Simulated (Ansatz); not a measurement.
**H₁₀NSi₃···H₃Si: density, localisation and related maps**

```xyz
18

Si   -0.1380    1.2528   -0.0562
Si    0.4895   -2.0014    0.2379
Si   -0.2670    0.4618   -2.2455
Si   -1.6373    0.3699    1.4868
H    -0.1028    2.7546   -0.0163
H     1.5167   -0.1143    0.5671
N     1.6027    0.9837    0.5839
H     1.7149   -2.8181   -0.0899
H    -0.4992   -2.4802   -0.7872
H    -0.0091   -2.6401    1.5063
H    -0.5831    1.6035   -3.1541
H     1.0433   -0.0986   -2.6711
H    -1.3425   -0.5494   -2.3499
H    -0.9248    0.1176    2.7680
H    -2.7095    1.3737    1.7633
H    -2.2602   -0.8670    0.9617
H     2.3419    1.3174   -0.0294
H     1.7645    1.3345    1.5246
```

A transition-state structure; geometry: PBE0-D4/def2-TZVP.

All numbers below come from RKS PBE0-D4/def2-TZVPP in Ansatz 0.2.0.

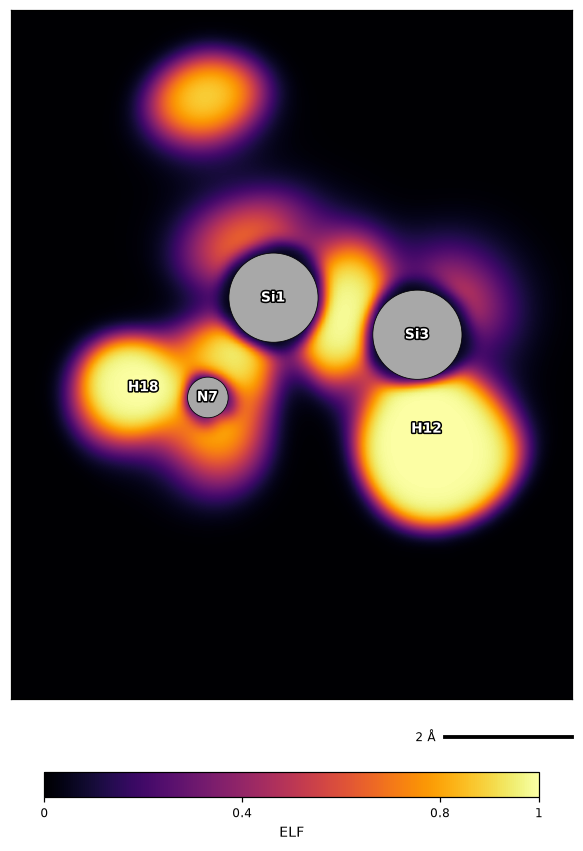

Figure 1. ELF on the plane of atoms Si1, Si3 and H12. Grey discs cover the atomic cores.

> Interpret the plot.

- The plane passes through Si, N and H nuclei.
- Si–N (1.87 Å): the ELF peaks at about 0.95 between the atoms, as expected for a polar covalent bond.
- Si–Si (2.33 Å): the ELF peaks at about 1 between the atoms; a covalent bond.
- N–H (1.02 Å): the ELF climbs to about 1 towards the hydrogen, as it does in any bond to H; an ordinary covalent bond to hydrogen.
- Si–H (1.49 Å): the ELF climbs to about 1 towards the hydrogen.

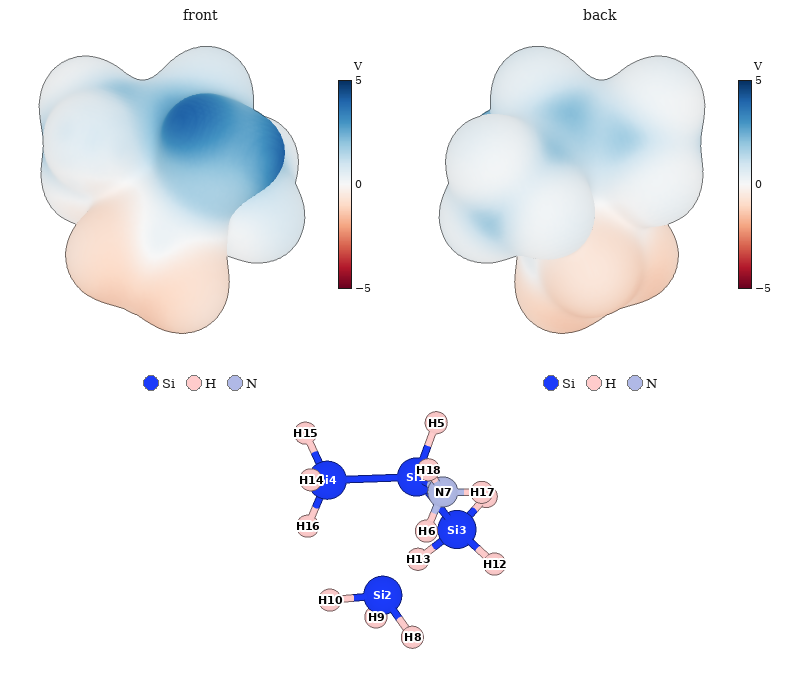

Figure 2. The electrostatic potential painted on the density surface at 0.004 e/bohr³, seen from the front and from behind; red is negative and blue positive. The bare structure is drawn below in the same view.

> Describe the electrostatic potential map.

The most negative region (about −1.2 V) lies over H8 and H10, the most positive (about +3.9 V) over H17 and H18.

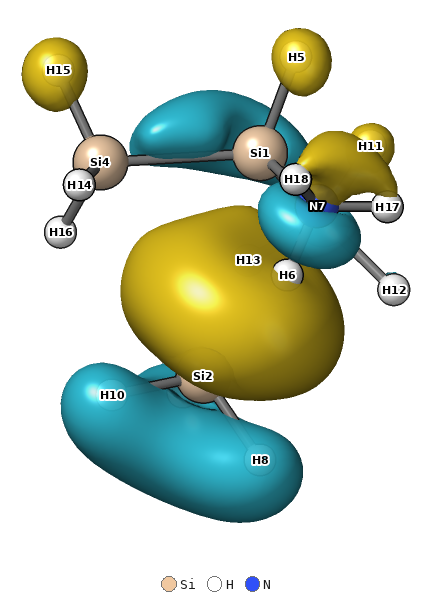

Figure 3. One frontier orbital at ±0.08 Å⁻³ᐟ² (yellow and cyan are the two phases), seen at an oblique angle.

> Which orbital is it: HOMO or LUMO?

The HOMO, at −5.26 eV. By Hirshfeld shares it lies mainly on Si2 (about 50 %), Si1 (about 10 %), H6 (about 5 %) and N7 (about 5 %).
